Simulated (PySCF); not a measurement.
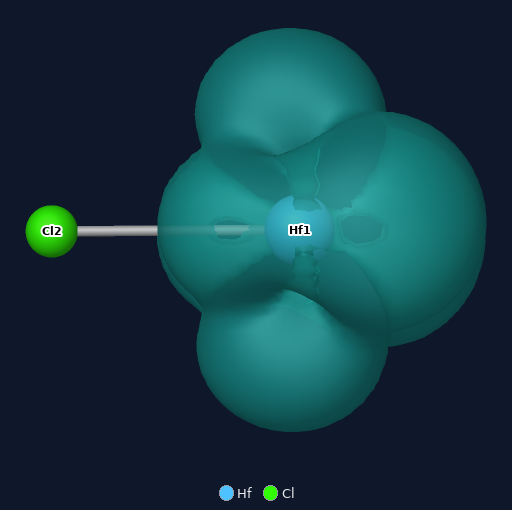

HfCl (charge −1, triplet). Isosurfaces of the spin density (α minus β) at +0.02 (teal) and −0.02 e/Å³ (pink), seen from one side.

Core potentials replace the inner electrons of Hf.

These are results of PBE0/def2-TZVPPD, non-relativistic Hamiltonian with scalar-relativistic core potentials where named, at a bond length of 2.454 Å (PySCF 2.14.0), not measurements.

```xyz
2

Hf    0.0000    0.0000   -0.3993
Cl    0.0000    0.0000    2.0547
```

### Which atoms carry the spin?

The unpaired spin (2 electrons) lies mostly on Hf1 (about 2.0), in electrons by Hirshfeld's partition.
